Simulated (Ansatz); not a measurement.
# CH6Ge + HBr: a complex and its separated parts

Aim: how far the complex at one end of a reaction step lies below its separated, relaxed parts, level by level.

Method: PBE0-D4/def2-TZVP structures, single points in def2-TZVPP, no counterpoise correction; program: Ansatz 0.2.0, Gaussian basis.

Levels: SPW92, PBE-D4, BLYP-D4, r2SCAN-D4, B97M-V, PBE0-D4, B3LYP-D4, r2SCAN0-D4, BHLYP-D4, CAM-B3LYP-D4, wB97X-V, wB97M-V, B2PLYP, PBE-QIDH, RPA on PBE, Hartree-Fock, MP2, CCSD, CCSD(T).

Correlated methods freeze the cores. Filled d shells of the heavier atoms are correlated. B3LYP uses VWN-RPA correlation. B2PLYP carries no dispersion term here.

94 further runs of the same task are left out: 94 set aside as unsound or not needed. Runs told in other sessions of the task aren't counted.

### 1 Starting geometry

The complex: 10 atoms, charge 0, spin multiplicity 1.

Atoms are counted from 1 here; the program's logs count them from 0.

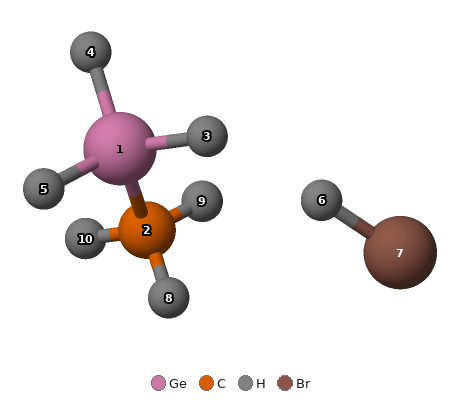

Start geometry, drawn with germanium pink, carbon orange, hydrogen grey, bromine brown; atoms are numbered from 1 in the order of the file.

As a file:

```
Ge   -0.6611    0.9546    0.2579
C     0.1830   -0.6234    1.0307
H    -0.4219    0.9895   -1.2718
H    -2.1818    0.9421    0.4838
H    -0.0716    2.2476    0.8447
H     0.6491   -0.3379   -2.1853
Br    1.4666   -1.3871   -2.7028
H     1.2576   -0.6074    0.8472
H    -0.2308   -1.5300    0.5884
H     0.0109   -0.6481    2.1073
```

Its parts: CH6Ge holds atoms 1, 2, 3, 4, 5, 8, 9, 10; HBr holds atoms 6, 7. Each part counts its atoms afresh in its own runs.

### 2 Relaxing CH6Ge alone

Input file relax-a/in.yaml:

```yaml
crystal:
  periodic: [false, false, false]
  atoms:
    - {symbol: Ge, position_ang: [-0.661138, 0.954630, 0.257890]}
    - {symbol: C, position_ang: [0.182971, -0.623381, 1.030666]}
    - {symbol: H, position_ang: [-0.421901, 0.989470, -1.271840]}
    - {symbol: H, position_ang: [-2.181816, 0.942111, 0.483846]}
    - {symbol: H, position_ang: [-0.071588, 2.247633, 0.844693]}
    - {symbol: H, position_ang: [1.257610, -0.607447, 0.847162]}
    - {symbol: H, position_ang: [-0.230769, -1.530047, 0.588361]}
    - {symbol: H, position_ang: [0.010911, -0.648088, 2.107302]}
basis:
  gaussian: {orbitals: def2-TZVP}
hamiltonian: {xc: pbe0, dispersion: d4}
relax: {f_tol: 0.005, max_steps: 200}
```

Launch:

```bash
> ansatz run in.yaml --threads 8 --pin off --events-out ev --progress --plain --max-ram 19148MiB
```

After this run come: Relaxing HBr alone; SPW92/def2-TZVPP; PBE-D4/def2-TZVPP; BLYP-D4/def2-TZVPP; r2SCAN-D4/def2-TZVPP; B97M-V/def2-TZVPP; PBE0-D4/def2-TZVPP; B3LYP-D4/def2-TZVPP; r2SCAN0-D4/def2-TZVPP; BHLYP-D4/def2-TZVPP; CAM-B3LYP-D4/def2-TZVPP; wB97X-V/def2-TZVPP; wB97M-V/def2-TZVPP; B2PLYP/def2-TZVPP; PBE-QIDH/def2-TZVPP; RPA on PBE/def2-TZVPP; CCSD(T)/def2-TZVPP; Vibrations of CH6Ge; Vibrations of HBr.

What does the calculation give? Wanted: complex less parts, CCSD(T)/def2-TZVPP; with zero-point energy; largest T1 diagnostic.

**Answer**, as computed:

| quantity | value |
| --- | --- |
| complex less parts, CCSD(T)/def2-TZVPP | -7.1 kJ/mol |
| with zero-point energy | -4.2 kJ/mol |
| largest T1 diagnostic | 0.010 |

At CCSD(T) the complex lies 7.1 kJ/mol below its parts. Among the functionals r2SCAN0-D4 lands nearest to CCSD(T) (-0.2 kJ/mol) and SPW92 farthest (-9.5 kJ/mol). By rung, the mean size of the error is: LDA 9.5, GGA 2.7, meta-GGA 0.8, hybrid 1.0, range-separated hybrid 0.4, double hybrid 2.2 kJ/mol. The double hybrids carry no dispersion term here, unlike the levels marked D4 or V. PBE-D4 gives a relative energy 3.7 kJ/mol too low, an error of 52 % of the reference. No counterpoise was applied, and triple zeta lacks some correlation, so the CCSD(T) reference has a basis error of its own, and close matches with it are partly luck.
